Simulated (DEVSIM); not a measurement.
System: Si p-i-n diode, at 300 K.

| layer (left to right) | material | thickness (μm) | Nd (cm⁻³) | Na (cm⁻³) | τn (s) | τp (s) |
|---|---|---|---|---|---|---|
| 1 | Si | 0.500 | - | 4.3e17 | 3.7e-7 | 3.7e-7 |
| 2 | Si | 0.660 | 2.8e13 | - | 3.7e-7 | 3.7e-7 |
| 3 | Si | 1.70 | 7.7e18 | - | 3.7e-7 | 3.7e-7 |

Left contact: ohmic. Right contact: ohmic. Voltage is applied to the left contact. Recombination: SRH at mid-gap. Mobility is constant in doping.

The device is made up for the run: typed textbook-type constants, with dimensions and the other settings drawn at random. Values at 300 K.

| parameter | Si |
|---|---|
| gap (eV) | 1.124 |
| affinity (eV) | 4.05 |
| permittivity | 11.7 |
| Nc (cm⁻³) | 2.86e19 |
| Nv (cm⁻³) | 3.1e19 |
| μn (cm²/Vs) | 1417 |
| μp (cm²/Vs) | 470 |

Model (solved in DEVSIM): 1D drift-diffusion, Boltzmann statistics, complete ionisation; no tunnelling, impact ionisation, image-force lowering or self-heating.

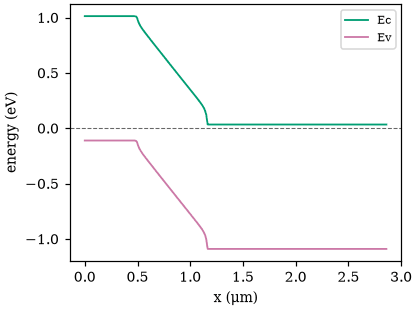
Fig. 1. Band edges at zero bias

Energies count from the Fermi level of the right contact; mesh points crowd at the junctions.

| x (μm) | Ec (eV) | Ev (eV) | n (cm⁻³) | p (cm⁻³) | field (V/cm) |
|---|---|---|---|---|---|
| 0.000 | 1.013 | -0.111 | 270 | 4.3e17 | ≈ 0 |
| 0.02701 | 1.013 | -0.111 | 270 | 4.3e17 | ≈ 0 |
| 0.08541 | 1.013 | -0.111 | 270 | 4.3e17 | ≈ 0 |
| 0.1989 | 1.013 | -0.111 | 270 | 4.3e17 | ≈ 0 |
| 0.3942 | 1.013 | -0.111 | 270 | 4.3e17 | ≈ 0 |
| 0.4632 | 1.013 | -0.111 | 270 | 4.3e17 | -150 |
| 0.4951 | 0.999 | -0.125 | 460 | 2.5e17 | -21000 |
| 0.5314 | 0.918 | -0.206 | 11000 | 1.1e16 | -15000 |
| 0.5963 | 0.834 | -0.290 | 280000 | 4.1e14 | -12000 |
| 0.7247 | 0.678 | -0.446 | 1.1e8 | 1.0e12 | -12000 |
| 0.9420 | 0.418 | -0.706 | 2.7e12 | 4.3e7 | -12000 |
| 1.095 | 0.234 | -0.890 | 3.3e15 | 35000 | -13000 |
| 1.141 | 0.158 | -0.966 | 6.4e16 | 1800 | -26000 |
| 1.165 | 0.035 | -1.089 | 7.5e18 | < 1e2 | -5300 |
| 1.220 | 0.034 | -1.090 | 7.7e18 | < 1e2 | ≈ 0 |
| 1.315 | 0.034 | -1.090 | 7.7e18 | < 1e2 | ≈ 0 |
| 1.532 | 0.034 | -1.090 | 7.7e18 | < 1e2 | ≈ 0 |
| 1.978 | 0.034 | -1.090 | 7.7e18 | < 1e2 | ≈ 0 |
| 2.560 | 0.034 | -1.090 | 7.7e18 | < 1e2 | ≈ 0 |
| 2.738 | 0.034 | -1.090 | 7.7e18 | < 1e2 | ≈ 0 |
| 2.816 | 0.034 | -1.090 | 7.7e18 | < 1e2 | ≈ 0 |
| 2.860 | 0.034 | -1.090 | 7.7e18 | < 1e2 | ≈ 0 |
